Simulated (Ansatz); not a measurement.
Electronic density of states of amorphous Si$_{21}$Ge$_{3}$O$_{48}$, density 2.40 g/cm³, on a 2×2×2 Γ-centred mesh with a Gaussian width of 0.1 eV; energies count from the Fermi level, whose place inside the gap is arbitrary. Cell and mesh are small, so fine structure isn't converged. Level of theory: PBE, scalar-relativistic without spin-orbit coupling (plane waves to 420 eV, PAW; Ansatz, a program for electronic structure). Sampling: a 2×2×2 Γ-centred mesh; Fermi-Dirac width 0.02 eV; no spin polarisation.

Preparation: random packing, a CHGNet melt and quench, and a DFT relaxation. O atoms were pushed apart under 1.9 Å during the dynamics, to hinder bonds among them. The hot cell started wider than the set density and was brought back towards it in steps. It is the lowest in DFT energy of 2 quenches. It is a model cell: composition and starting density were chosen by hand, and all elements were melted together. No dispersion term was used. Its density started from a set value of 2.52 and ended at 2.40 g/cm³. The quench (nominally 390 K/ps over its main leg) was far faster than any real one, so the model tends to hold more defects than a real film. One small periodic cell is one sample of the glass; other quenches scatter about these values. Volume and shape were free in the relaxation.

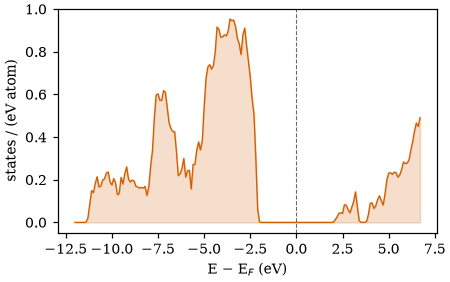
Figure. Density of states per atom

The gap on this mesh is 4.38 eV; the broadening fills part of it in the curve.
